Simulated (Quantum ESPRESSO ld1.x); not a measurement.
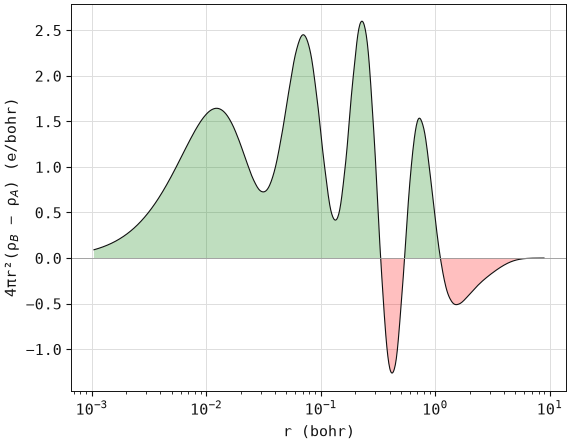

Two nuclei with the same 47 electrons, [Kr] 4d10 5s1 (high spin), were computed: Z = 47.8 with 47 electrons; Z = 48.6 with 47 electrons. The calculation used Quantum ESPRESSO ld1.x 7.5 at this level: scalar-relativistic Kohn-Sham, LDA (Slater exchange, Perdew-Wang correlation), spin-polarised, spherical densities, point nucleus.

The plot shows the radial density of run B less that of run A; on the logarithmic r axis, areas aren't charges.

Which run is A and which is B? Where does the charge move?

A is Z = 47.8 with 47 electrons; B is Z = 48.6 with 47 electrons. B holds 1.0 electrons more than A where the difference is positive (most at r = 0.23 bohr) and 1.0 electrons fewer where it is negative (most at r = 0.42 bohr), with no net change. The larger nuclear charge draws every shell in.
